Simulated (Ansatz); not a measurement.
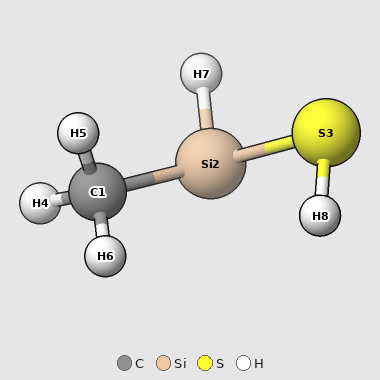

The system is CH₅SSi, SMILES C[SiH]S, spin multiplicity 2; the picture shows the reference structure. First axis: dihedral C1–Si2–S3–H8. Second axis: dihedral H4–C1–Si2–S3. Nothing is relaxed (all other coordinates rigid). The grid has 10 × 9 points. Energies are in meV, from the lowest grid point. Computed with Ansatz 0.2.0, UKS PBE-D4/def2-TZVP.

Its coordinates:

| atom | x (Å) | y (Å) | z (Å) |
| --- | --- | --- | --- |
| C | -0.5864 | 0.7930 | -0.4732 |
| Si | 1.0140 | -0.1250 | -0.0626 |
| S | 0.6776 | -1.9082 | 1.1009 |
| H | -0.3559 | 1.7198 | -1.0188 |
| H | -1.1243 | 1.0498 | 0.4521 |
| H | -1.2449 | 0.1784 | -1.1022 |
| H | 1.8917 | 0.6975 | 0.8381 |
| H | -0.1795 | -2.4625 | 0.2099 |

Range: dihedral C1–Si2–S3–H8 from −180 to 144°; dihedral H4–C1–Si2–S3 from 87.0 to 267.0°.

Question: What landscape does the calculation give?

Answer: The lowest grid point is at dihedral C1–Si2–S3–H8 = 72°, dihedral H4–C1–Si2–S3 = 177.0°. The bottom of the well lies between grid points, at about dihedral C1–Si2–S3–H8 = 55°, dihedral H4–C1–Si2–S3 = 175°, about 10 meV lower on the interpolated surface. The energy also falls towards the edge at dihedral C1–Si2–S3–H8 = 72°, dihedral H4–C1–Si2–S3 = 87.0° (25 meV above the lowest) and dihedral C1–Si2–S3–H8 = 72°, dihedral H4–C1–Si2–S3 = 267.0° (28 meV above the lowest), where a further well may lie outside the range. There is a further well near dihedral C1–Si2–S3–H8 = −144°, dihedral H4–C1–Si2–S3 = 177.0° (40 meV above the lowest at that grid point). The highest grid point, dihedral C1–Si2–S3–H8 = −72°, dihedral H4–C1–Si2–S3 = 244.5°, lies 188 meV above the lowest. On the interpolated surface the easiest way out of the lowest well to the well at about dihedral C1–Si2–S3–H8 = −160°, dihedral H4–C1–Si2–S3 = 180° passes a barrier of about 115 meV, counted from the interpolated bottom of the well.

```csv
"dihedral H4–C1–Si2–S3 ↓, dihedral C1–Si2–S3–H8 →",−180,−144,−108,−72,−36,0,36,72,108,144
267.0,66,68,114,166,164,108,33,28,105,116
244.5,84,86,134,188,186,133,58,51,129,137
222.0,79,77,123,180,179,126,52,45,125,135
199.5,57,51,94,151,152,96,22,16,98,112
177.0,45,40,82,137,138,80,6,0,81,97
154.5,58,57,101,153,153,96,22,15,94,107
132.0,80,81,127,180,180,126,51,43,120,131
109.5,85,83,128,183,183,132,58,48,127,138
87.0,66,60,102,158,160,107,33,25,106,120
```

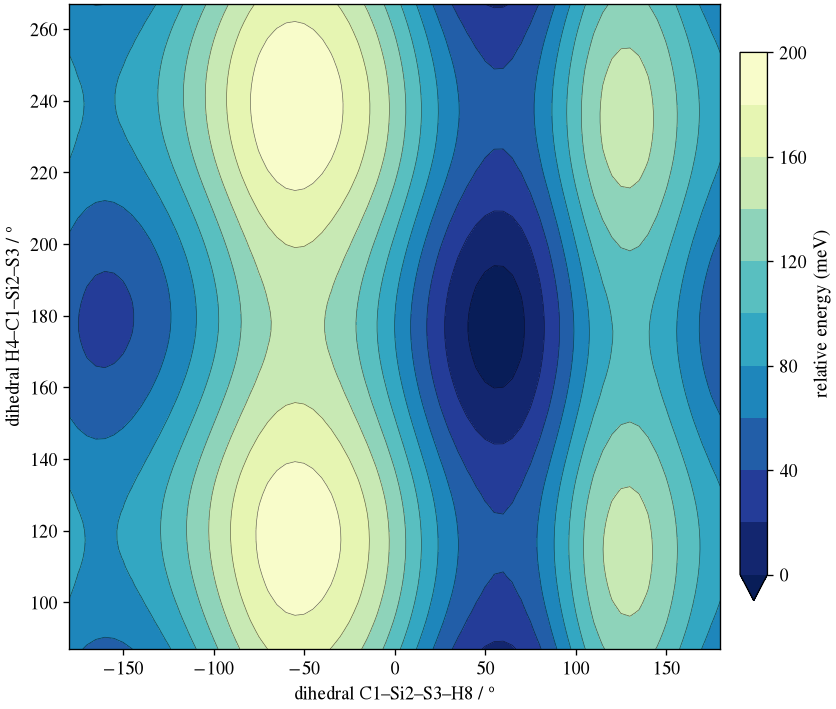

In the figure: filled contours. Between grid points the surface is interpolated.

Time for the 90 points that were run: 8.3 min on 1 thread of Arm Neoverse V2 (shared host).
